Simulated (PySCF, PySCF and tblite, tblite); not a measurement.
**C₉H₇N: a path driven as rotation about a bond, and NMR exchange**

Aim: the barrier and rate of rotation about a bond in C₉H₇N (`C=Cc1ccc(C#N)cc1`), and what it does to NMR lines.

Computed with tblite 0.8.0 (tight binding) and PySCF 2.14.0 (DFT, with response routines of our own); each step states its level. Atoms count from 0 throughout.

## Step 1: The starting structure

17 atoms, charge 0, multiplicity 1; geometry from: force field or distance geometry start.

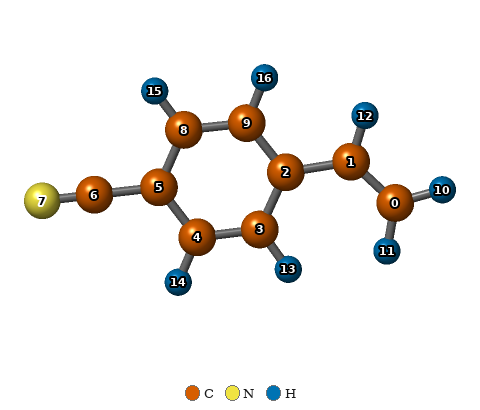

The starting geometry (carbon orange, nitrogen yellow, hydrogen blue), atoms numbered.

## Step 2: GFN2-xTB relaxation, start minimum

Job settings and geometry (Å):

```
{"job": {"xc": "GFN2-xTB", "basis": "xTB", "kind": "relax"}, "charge": 0, "multiplicity": 1}
C     -0.685600    -3.789100     1.114900
C      0.104200    -2.900500     0.495300
C     -0.077200    -1.450800     0.422800
C     -1.178700    -0.770100     0.981000
C     -1.310500     0.610400     0.882100
C     -0.353300     1.354500     0.183500
C     -0.481900     2.780600     0.064700
N     -0.584700     3.933800    -0.022700
C      0.749300     0.698600    -0.385600
C      0.867500    -0.688300    -0.265200
H     -0.445800    -4.845000     1.109600
H     -1.610200    -3.513100     1.632200
H      0.997300    -3.291000     0.027400
H     -1.942500    -1.320600     1.530400
H     -2.171300     1.112900     1.329900
H      1.501200     1.264500    -0.915100
H      1.735200    -1.166300    -0.723200
```

Launch:

```bash
OMP_NUM_THREADS=1 python ens_run.py task.json out
```

The driver reads the study from task.json and runs its stages one after another.

Log:

```text
step      E/eV     max force
  0    -698.69750    1.853
  1    -698.68438    4.311
  2    -698.73873    0.734
  3    -698.74928    0.510
  4    -698.75699    0.177
  5    -698.76305    0.206
  6    -698.76480    0.145
  7    -698.76682    0.105
  8    -698.76902    0.132
  9    -698.77048    0.100
 10    -698.77112    0.055
 11    -698.77138    0.046
 12    -698.77157    0.041
 13    -698.77175    0.036
 14    -698.77189    0.031
 15    -698.77200    0.031
 16    -698.77209    0.032
 17    -698.77216    0.025
 18    -698.77221    0.017
 19    -698.77225    0.016
 20    -698.77229    0.022
 21    -698.77235    0.024
 22    -698.77239    0.016
 23    -698.77242    0.011
 24    -698.77244    0.014
 25    -698.77247    0.016
 26    -698.77249    0.014
 27    -698.77252    0.015
 28    -698.77254    0.011
 29    -698.77256    0.014
 30    -698.77257    0.010
 31    -698.77258    0.006
 32    -698.77259    0.005
 33    -698.77259    0.005
 34    -698.77259    0.004
 35    -698.77260    0.003
 36    -698.77260    0.004
 37    -698.77260    0.004
 38    -698.77260    0.004
 39    -698.77260    0.004
 40    -698.77260    0.002
```

It took 0.23 s on 1 thread of Arm Neoverse V2, shared host.

The energy fell by 0.075 eV, and the atoms moved 0.03 Å (root mean square).

## Step 3: Relaxed scan, rotation

Job settings and geometry (Å):

```
{"job": {"xc": "GFN2-xTB", "basis": "xTB", "coordinate": [["t", [3, 2, 1, 0], 0.25], ["t", [3, 2, 1, 12], 0.25], ["t", [9, 2, 1, 0], 0.25], ["t", [9, 2, 1, 12], 0.25]], "kind": "drive"}, "charge": 0, "multiplicity": 1}
C     -0.695207    -3.751455     1.110631
C      0.105574    -2.882305     0.504512
C     -0.081258    -1.440043     0.416550
C     -1.172591    -0.777596     0.985869
C     -1.308342     0.589124     0.877538
C     -0.347106     1.333964     0.191002
C     -0.482761     2.735176     0.077865
N     -0.591148     3.873103    -0.014977
C      0.748815     0.688192    -0.383466
C      0.872186    -0.679371    -0.267587
H     -0.469460    -4.803856     1.120402
H     -1.599621    -3.461390     1.617268
H      0.999358    -3.248886     0.014219
H     -1.923925    -1.338053     1.519498
H     -2.154848     1.093350     1.320528
H      1.491283     1.266076    -0.914218
H      1.722271    -1.175519    -0.713774
```

Log:

```text
point  coordinate     E/eV
  0    -75.000     -698.76961
  1    -60.200     -698.75765
  2    -45.300     -698.73043
  3    -30.400     -698.68450
  4    -15.300     -698.64421
  5      0.000     -698.62904
  6     15.300     -698.64464
  7     30.400     -698.68464
  8     45.400     -698.72982
  9     60.200     -698.75978
 10     75.000     -698.77116
 11     90.000     -698.76998
```

Run time: 2.6 s. Hardware: 1 thread of Arm Neoverse V2, shared host.

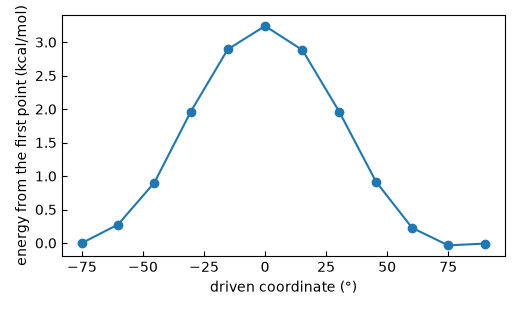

Energy along the scan.

## Step 4: Nudged elastic band, leg 1

Changed since step 3:

```diff
@@ -1,2 +1,2 @@
-{"job": {"xc": "GFN2-xTB", "basis": "xTB", "coordinate": [["t", [3, 2, 1, 0], 0.25], ["t", [3, 2, 1, 12], 0.25], ["t", [9, 2, 1, 0], 0.25], ["t", [9, 2, 1, 12], 0.25]], "kind": "drive"}, "charge": 0, "multiplicity": 1}
+{"job": {"xc": "GFN2-xTB", "basis": "xTB", "kind": "neb"}, "charge": 0, "multiplicity": 1}
 C     -0.695207    -3.751455     1.110631
```

Log:

```text
image   E - E0 / eV
  0       0.0000
  1       0.0148
  2       0.0874
  3       0.1482
  4       0.0971
  5       0.0157
  6      -0.0000
```

Run time: 1.3 s. Hardware: 1 thread of Arm Neoverse V2, shared host; peak memory 0.19 GiB.

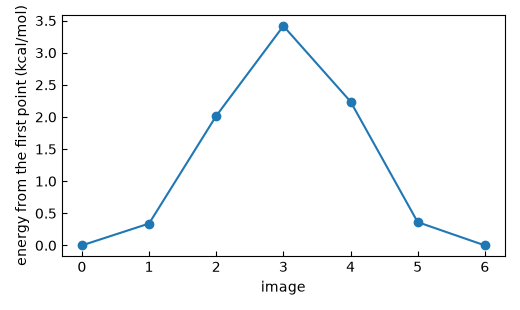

Energy along the band.

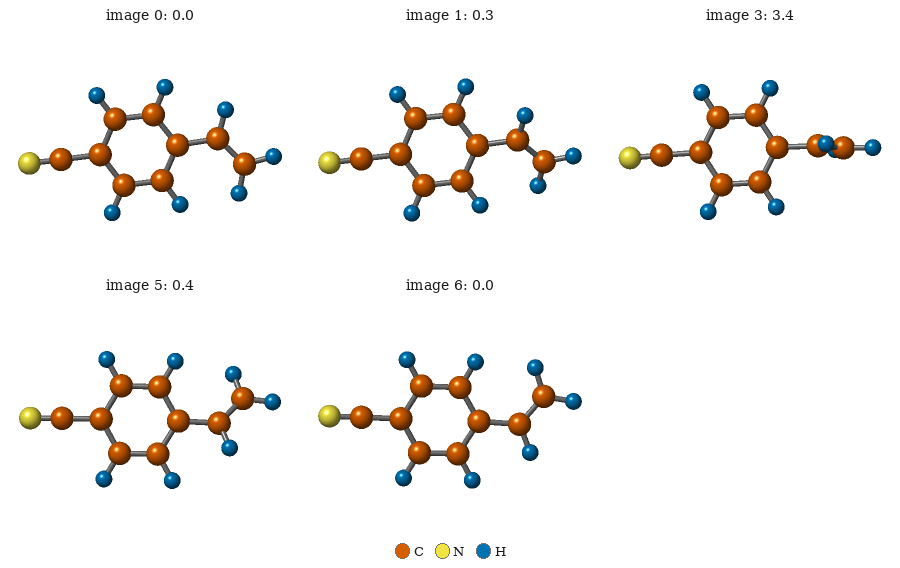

Images along the band, with energies in kcal/mol.

## Step 5: Saddle search, leg 1

Job settings and geometry (Å):

```
{"job": {"xc": "GFN2-xTB", "basis": "xTB", "kind": "saddle"}, "charge": 0, "multiplicity": 1}
C     -0.338729    -3.085153     0.016242
C      0.401729    -2.129297     0.545713
C      0.236410    -0.695670     0.233850
C     -0.654217     0.061531     0.991344
C     -0.829469     1.405809     0.736810
C     -0.083893     2.019647    -0.271419
C     -0.246820     3.403616    -0.510033
N     -0.388815     4.527852    -0.687078
C      0.814073     1.269150    -1.031514
C      0.961525    -0.081996    -0.783234
H     -0.218486    -4.118909     0.291999
H     -1.092849    -2.869918    -0.723445
H      1.158169    -2.354450     1.289010
H     -1.211443    -0.419653     1.782278
H     -1.537298     1.987726     1.309211
H      1.389391     1.752233    -1.808123
H      1.640720    -0.672518    -1.381610
```

Log:

```text
step      E/eV     max force
  0    -698.62443   0.0464
  1    -698.62988   0.1043
  2    -698.62832   0.0252
  3    -698.62995   0.0710
  4    -698.62945   0.0206
  5    -698.62998   0.0299
  6    -698.62999   0.0000
lowest wavenumbers (cm-1): -108.4 72.2 129.6 174.0 243.5 305.5
```

Run time: 2.8 s. Hardware: 1 thread of Arm Neoverse V2, shared host; peak memory 0.19 GiB.

Point group Cs; 1 imaginary mode, 108i cm⁻¹, carried by C0, H11, H12, C1. Steps downhill from it reached both ends.

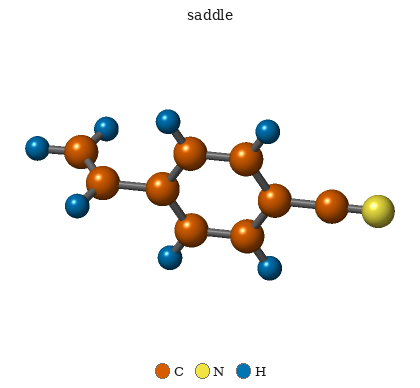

The saddle point.

## Step 6: Shieldings, start: PBE0/pcSseg-1

Job settings and geometry (Å):

```
{"job": {"kind": "nmr", "xc": "PBE0", "basis": "pcSseg-1", "pop": false}, "charge": 0, "multiplicity": 1}
C     -0.695207    -3.751455     1.110631
C      0.105574    -2.882305     0.504512
C     -0.081258    -1.440043     0.416550
C     -1.172591    -0.777596     0.985869
C     -1.308342     0.589124     0.877538
C     -0.347106     1.333964     0.191002
C     -0.482761     2.735176     0.077865
N     -0.591148     3.873103    -0.014977
C      0.748815     0.688192    -0.383466
C      0.872186    -0.679371    -0.267587
H     -0.469460    -4.803856     1.120402
H     -1.599621    -3.461390     1.617268
H      0.999358    -3.248886     0.014219
H     -1.923925    -1.338053     1.519498
H     -2.154848     1.093350     1.320528
H      1.491283     1.266076    -0.914218
H      1.722271    -1.175519    -0.713774
```

Log:

```text
coarse grid: 15176 points
cycle   1  E = -401.2402276948  dE =  1.793e+00  |g| = 4.740e-01  |ddm| = 4.318e+00
cycle   2  E = -401.1226341164  dE =  1.176e-01  |g| = 8.885e-01  |ddm| = 1.396e+00
cycle   3  E = -401.2926849806  dE = -1.701e-01  |g| = 1.655e-01  |ddm| = 8.895e-01
cycle   4  E = -401.2990841279  dE = -6.399e-03  |g| = 3.683e-02  |ddm| = 1.758e-01
cycle   5  E = -401.2993614179  dE = -2.773e-04  |g| = 1.485e-02  |ddm| = 5.255e-02
cycle   6  E = -401.2994135163  dE = -5.210e-05  |g| = 4.159e-03  |ddm| = 1.639e-02
cycle   7  E = -401.2994179196  dE = -4.403e-06  |g| = 1.100e-03  |ddm| = 5.447e-03
final grid: 149472 points
cycle   8  E = -401.3580760386  dE = -3.759e-05  |g| = 7.465e-03  |ddm| = 5.334e-02
cycle   9  E = -401.3580719626  dE =  4.076e-06  |g| = 8.402e-03  |ddm| = 1.881e-02
cycle  10  E = -401.3580902201  dE = -1.826e-05  |g| = 2.150e-03  |ddm| = 1.089e-02
cycle  11  E = -401.3580914444  dE = -1.224e-06  |g| = 4.204e-04  |ddm| = 2.329e-03
cycle  12  E = -401.3580914763  dE = -3.196e-08  |g| = 2.114e-04  |ddm| = 5.369e-04
cycle  13  E = -401.3580914852  dE = -8.889e-09  |g| = 6.758e-05  |ddm| = 2.061e-04
cycle  14  E = -401.3580914862  dE = -9.887e-10  |g| = 1.516e-05  |ddm| = 6.309e-05
converged SCF energy = -401.3580914862

GIAO shielding tensors (ppm)
atom      isotropic    diamagn.    paramagn.     s11        s22        s33       span
  0 C       63.517     253.697    -190.180    -49.170     66.575    173.145    222.316
  1 C       43.404     247.149    -203.745    -69.611     56.979    142.845    212.456
  2 C       41.851     259.144    -217.293    -53.173      1.631    177.094    230.267
  3 C       58.999     252.185    -193.185    -45.903     38.949    183.951    229.854
  4 C       47.226     248.676    -201.451    -61.317     30.202    172.792    234.109
  5 C       70.410     259.209    -188.799    -31.559     71.309    171.481    203.040
  6 C       62.399     257.894    -195.495    -60.641    -44.816    292.655    353.296
  7 N      -49.895     341.148    -391.043   -202.067   -180.109    232.490    434.556
  8 C       46.237     249.776    -203.539    -62.688     29.542    171.858    234.545
  9 C       50.961     252.907    -201.946    -47.344     37.109    163.119    210.462
 10 H       25.841      25.563       0.278     23.848     24.524     29.151      5.303
 11 H       25.257      31.907      -6.650     23.082     23.205     29.485      6.403
 12 H       24.846      30.052      -5.206     22.188     23.452     28.898      6.710
 13 H       23.557      33.394      -9.837     19.162     23.262     28.246      9.085
 14 H       23.779      30.343      -6.564     20.242     23.309     27.787      7.545
 15 H       23.795      31.377      -7.582     20.464     23.220     27.699      7.235
 16 H       24.293      33.294      -9.001     20.884     24.014     27.982      7.098
```

Wall time 29 s (1 thread of Arm Neoverse V2, shared host); peak memory 0.94 GiB.

Key values: HOMO -7.17 eV, LUMO -2.08 eV; dipole 4.91 D.

## Step 7: Shieldings, saddle of leg 1: PBE0/pcSseg-1

Job settings and geometry (Å):

```
{"job": {"kind": "nmr", "xc": "PBE0", "basis": "pcSseg-1", "pop": false}, "charge": 0, "multiplicity": 1}
C     -0.324087    -3.080772    -0.017066
C      0.394698    -2.131869     0.553165
C      0.224647    -0.693274     0.267782
C     -0.662782     0.072870     1.018603
C     -0.824047     1.418820     0.759025
C     -0.090065     2.018617    -0.264856
C     -0.250174     3.396580    -0.535680
N     -0.379890     4.514464    -0.755234
C      0.801455     1.257685    -1.021819
C      0.953396    -0.087340    -0.752026
H     -0.177426    -4.122674     0.211073
H     -1.091223    -2.850057    -0.738161
H      1.163508    -2.375523     1.276959
H     -1.230380    -0.396467     1.808775
H     -1.513940     2.012730     1.340439
H      1.365578     1.727287    -1.814260
H      1.640732    -0.681077    -1.336717
```

Log:

```text
coarse grid: 15176 points
cycle   1  E = -401.2329129411  dE =  1.788e+00  |g| = 4.773e-01  |ddm| = 4.225e+00
cycle   2  E = -401.1167847279  dE =  1.161e-01  |g| = 8.873e-01  |ddm| = 1.364e+00
cycle   3  E = -401.2857754452  dE = -1.690e-01  |g| = 1.679e-01  |ddm| = 8.831e-01
cycle   4  E = -401.2922695135  dE = -6.494e-03  |g| = 3.820e-02  |ddm| = 1.714e-01
cycle   5  E = -401.2925385190  dE = -2.690e-04  |g| = 1.851e-02  |ddm| = 5.247e-02
cycle   6  E = -401.2926207455  dE = -8.223e-05  |g| = 4.515e-03  |ddm| = 1.948e-02
cycle   7  E = -401.2926261252  dE = -5.380e-06  |g| = 1.122e-03  |ddm| = 6.131e-03
final grid: 149472 points
cycle   8  E = -401.3518616559  dE = -3.352e-05  |g| = 7.469e-03  |ddm| = 4.870e-02
cycle   9  E = -401.3518569253  dE =  4.731e-06  |g| = 8.541e-03  |ddm| = 1.989e-02
cycle  10  E = -401.3518758769  dE = -1.895e-05  |g| = 2.170e-03  |ddm| = 1.153e-02
cycle  11  E = -401.3518771359  dE = -1.259e-06  |g| = 4.125e-04  |ddm| = 2.322e-03
cycle  12  E = -401.3518771687  dE = -3.285e-08  |g| = 1.877e-04  |ddm| = 5.154e-04
cycle  13  E = -401.3518771754  dE = -6.703e-09  |g| = 6.902e-05  |ddm| = 1.864e-04
cycle  14  E = -401.3518771764  dE = -1.000e-09  |g| = 1.706e-05  |ddm| = 6.318e-05
converged SCF energy = -401.3518771764

GIAO shielding tensors (ppm)
atom      isotropic    diamagn.    paramagn.     s11        s22        s33       span
  0 C       59.144     252.736    -193.592    -53.450     66.345    164.537    217.987
  1 C       38.722     254.036    -215.314    -80.099     44.898    151.366    231.465
  2 C       34.194     260.051    -225.857    -61.897     -1.926    166.405    228.302
  3 C       52.661     250.596    -197.935    -50.532     38.210    170.306    220.837
  4 C       47.437     249.775    -202.338    -60.721     29.337    173.695    234.415
  5 C       71.022     258.344    -187.322    -32.284     71.376    173.973    206.256
  6 C       62.369     256.769    -194.399    -60.971    -44.913    292.992    353.963
  7 N      -48.184     340.435    -388.618   -201.683   -179.186    236.318    438.001
  8 C       47.438     249.778    -202.340    -60.720     29.340    173.695    234.415
  9 C       52.659     250.592    -197.933    -50.533     38.208    170.302    220.835
 10 H       25.904      27.281      -1.376     22.946     25.780     28.986      6.040
 11 H       26.192      31.225      -5.033     21.753     25.896     30.925      9.172
 12 H       24.186      29.002      -4.816     22.306     24.071     26.182      3.876
 13 H       24.161      32.192      -8.031     20.695     23.593     28.196      7.501
 14 H       23.763      30.551      -6.789     20.370     23.315     27.603      7.232
 15 H       23.763      30.551      -6.788     20.370     23.315     27.603      7.232
 16 H       24.161      32.192      -8.031     20.695     23.593     28.196      7.501
```

Wall time 38 s (1 thread of Arm Neoverse V2, shared host); peak memory 1.1 GiB.

Key values: HOMO -7.71 eV, LUMO -1.56 eV; dipole 4.90 D.

The fields below are evaluated on a grid from the run's orbitals.

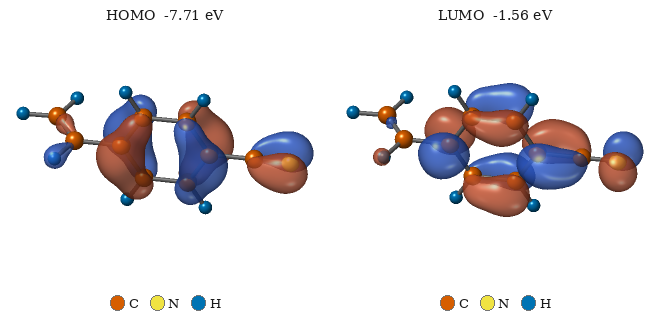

PBE0/pcSseg-1 orbitals near the gap, drawn at the value that encloses 70 % of each; the two colours are the two signs.

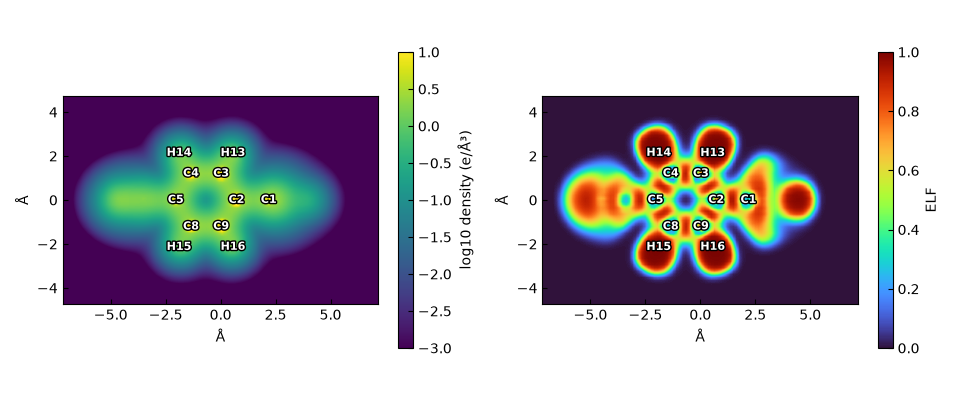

Density (left) and ELF (right) in a plane through or near 11 of the atoms.

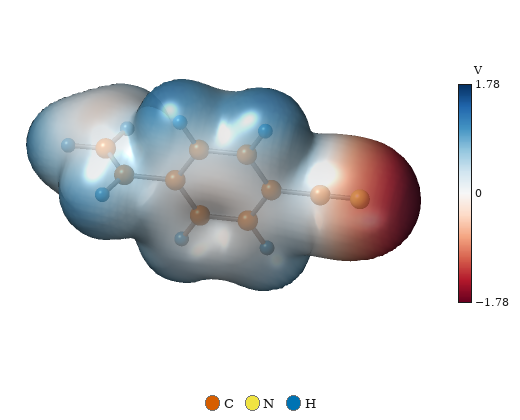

Electrostatic potential on the surface of density 0.002 e/bohr³; red is low, blue high. It runs, from the 1st to the 99th percentile, from -1.78 V near N7 to 1.15 V near H14.

## Step 8: The path in numbers

Job settings and geometry (Å):

```
{"job": {"smiles": "C=Cc1ccc(C#N)cc1", "charge": 0, "mult": 1, "motion": "rotation", "what": "aryl carbonyl or vinyl", "atoms": [2, 1], "drives": [{"terms": [["t", [3, 2, 1, 0], 0.25], ["t", [3, 2, 1, 12], 0.25], ["t", [9, 2, 1, 0], 0.25], ["t", [9, 2, 1, 12], 0.25]], "by": 180, "n": 12}], "study": "path", "level": {"kind": "nmr", "xc": "PBE0", "basis": "pcSseg-1"}, "fields": [200, 360, 700], "first": 0, "seed": 750, "kind": "path"}, "charge": 0, "multiplicity": 1}
C     -0.695207    -3.751455     1.110631
C      0.105574    -2.882305     0.504512
C     -0.081258    -1.440043     0.416550
C     -1.172591    -0.777596     0.985869
C     -1.308342     0.589124     0.877538
C     -0.347106     1.333964     0.191002
C     -0.482761     2.735176     0.077865
N     -0.591148     3.873103    -0.014977
C      0.748815     0.688192    -0.383466
C      0.872186    -0.679371    -0.267587
H     -0.469460    -4.803856     1.120402
H     -1.599621    -3.461390     1.617268
H      0.999358    -3.248886     0.014219
H     -1.923925    -1.338053     1.519498
H     -2.154848     1.093350     1.320528
H      1.491283     1.266076    -0.914218
H      1.722271    -1.175519    -0.713774
```

Log:

```text
stationary points (kcal/mol above the start)
  n  kind          group   xTB      DFT    lowest mode
  0  minimum      Cs       0.00     0.00      10.1
  1  saddle       Cs       3.29     3.91    -108.4
  2  minimum      Cs      -0.00     0.00      13.6

GFN2-xTB energies: T/K, barrier G, reaction G (kcal/mol), k forward, k back (1/s)
 150.00     3.36     0.05   8.02e+07   9.41e+07
 200.00     3.51     0.06   1.22e+09   1.42e+09
 250.00     3.68     0.08   6.38e+09   7.45e+09
 298.15     3.84     0.09   1.89e+10   2.21e+10
 350.00     4.03     0.11   4.41e+10   5.15e+10
 400.00     4.23     0.12   8.19e+10   9.54e+10
 500.00     4.63     0.15   1.98e+11    2.3e+11

PBE0/pcSseg-1 + D3(BJ) energies: T/K, barrier G, reaction G (kcal/mol), k forward, k back (1/s)
 150.00     3.97     0.05   1.01e+07   1.19e+07
 200.00     4.13     0.06   2.57e+08   3.01e+08
 250.00     4.29     0.08   1.84e+09   2.15e+09
 298.15     4.46     0.09   6.67e+09   7.79e+09
 350.00     4.65     0.11   1.82e+10   2.12e+10
 400.00     4.84     0.12   3.77e+10   4.39e+10
 500.00     5.25     0.15   1.06e+11   1.24e+11
```

Run time: 77 s. Hardware: 1 thread of Arm Neoverse V2, shared host; peak memory 1.1 GiB. This counts the whole study up to here.

Barriers by level (kcal/mol; entropies in cal/(mol K)). Zero-point and thermal terms come from xTB in every row. ΔG‡ leaves symmetry out; the rate counts equivalent paths (a factor of 2); effective ΔG‡, where given, is the barrier that would give that rate by Eyring's equation alone:

| level | ΔE‡ | with zero-point | ΔH‡ | ΔS‡ | ΔG‡ (298 K) | ΔE of reaction | k at 298 K (1/s) | effective ΔG‡ |
| --- | --- | --- | --- | --- | --- | --- | --- | --- |
| GFN2-xTB | 3.29 | 3.02 | 2.54 | -4.4 | 3.84 | 0.00 | 1.9e+10 | 3.43 |
| PBE0/pcSseg-1 + D3(BJ) | 3.91 | 3.64 | 3.16 | -4.4 | 4.46 | 0.00 | 6.7e+09 | 4.05 |

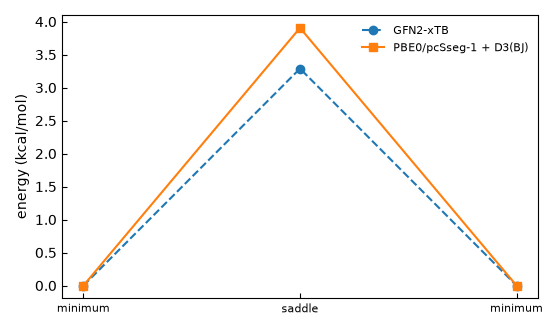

The xTB stationary points, at both levels.

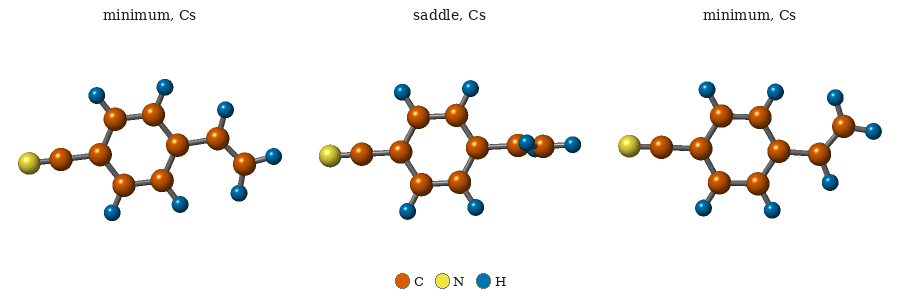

The stationary points in order.

Sites that the driver pairs across this motion, and where their lines would merge (no couplings; faster rotations or exchange between molecules can average them sooner):

| nucleus | sites: shielding (ppm) | proton frequency (MHz) | spread (Hz) | coalescence (K) | lines at 298 K |
| --- | --- | --- | --- | --- | --- |
| 13C | C3: 59.0; C9: 51.0 | 200 | 404 | 86 | 1 |
| 13C | C3: 59.0; C9: 51.0 | 360 | 728 | 89 | 1 |
| 13C | C3: 59.0; C9: 51.0 | 700 | 1415 | 92 | 1 |
| 1H | H13: 23.56; H16: 24.29 | 200 | 147 | 83 | 1 |
| 1H | H13: 23.56; H16: 24.29 | 360 | 265 | 85 | 1 |
| 1H | H13: 23.56; H16: 24.29 | 700 | 516 | 88 | 1 |
| 13C | C4: 47.2; C8: 46.2 | 200 | 50 | 79 | 1 |
| 13C | C4: 47.2; C8: 46.2 | 360 | 90 | 81 | 1 |
| 13C | C4: 47.2; C8: 46.2 | 700 | 174 | 83 | 1 |

## Step 9: Results

| quantity | value |
| --- | --- |
| barrier (PBE0/pcSseg-1 + D3(BJ)) | ΔE‡ 3.9, ΔG‡(298 K) 4.5 kcal/mol |
| barrier (GFN2-xTB) | ΔE‡ 3.3 kcal/mol |
| rate at 298 K | 6.7e+09 s⁻¹ |
| end of the path | the start, renumbered or mirrored |
| coalescence of 13C C3 | 92 K at 700 MHz |

What this shows: The barrier is 3.9 kcal/mol at the DFT level (xTB: 3.3); with thermal terms and the count of paths the DFT value gives a rate of 6.7e+09 s⁻¹ at 298 K. An error of 1.4 kcal/mol changes that rate tenfold. The 13C lines of C3 and its partners, 1415 Hz apart at 700 MHz, merge at 92 K, so by this path alone the exchange at 298 K is fast for them; other paths were not followed.
